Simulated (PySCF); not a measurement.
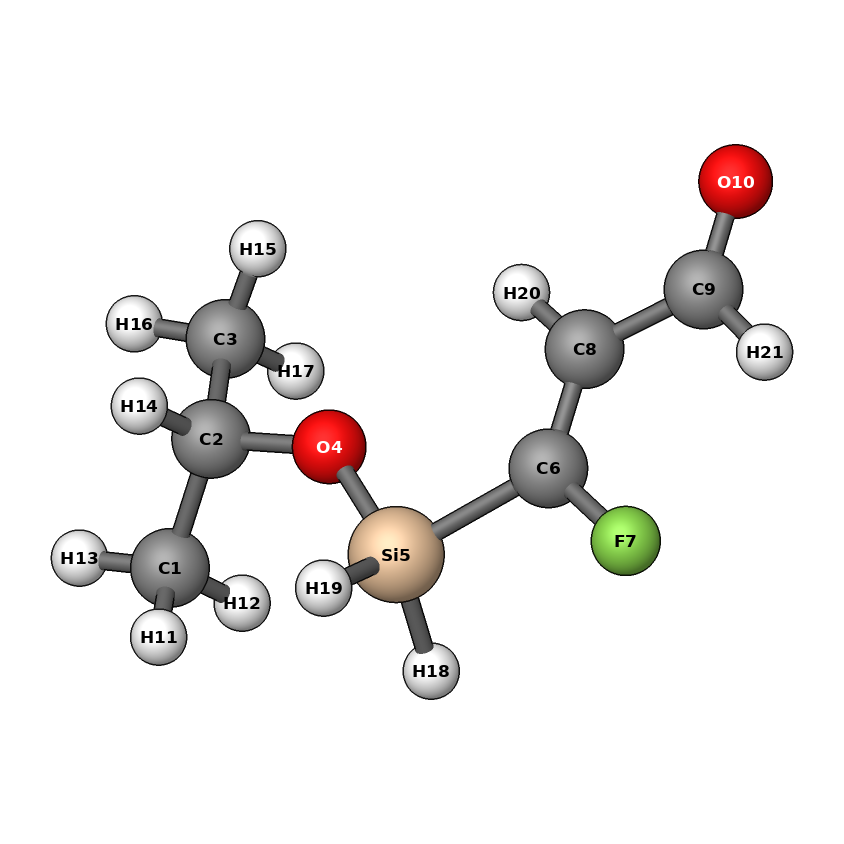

Computed geometry: GFN2-xTB optimisation. No frequency run is at hand to confirm it as a minimum. Level of theory: GIAO PBE0/pcSseg-1 NMR shielding, non-relativistic, gas phase (PySCF 2.14.0). Principal shieldings σ11 ≤ σ22 ≤ σ33, span Ω = σ33 − σ11, skew κ = 3(σiso − σ22)/Ω.

Question. Which O atom has the most anisotropic shielding?

Answer. O10, with a span of 1480 ppm.

Give the shielding tensors of the O atoms.

```csv
atom,σ11,σ22,σ33,σiso,Ω,κ
O4,257.0,279.7,332.2,289.6,75.2,0.40
O10,−1089.1,−415.1,390.5,−371.2,1479.7,0.09
```

Shieldings and span in ppm.

The geometry is semi-empirical. Around Si such bond lengths and angles can be off by a tenth of an ångström or more and by several degrees, and values that hang on the shape move with them.
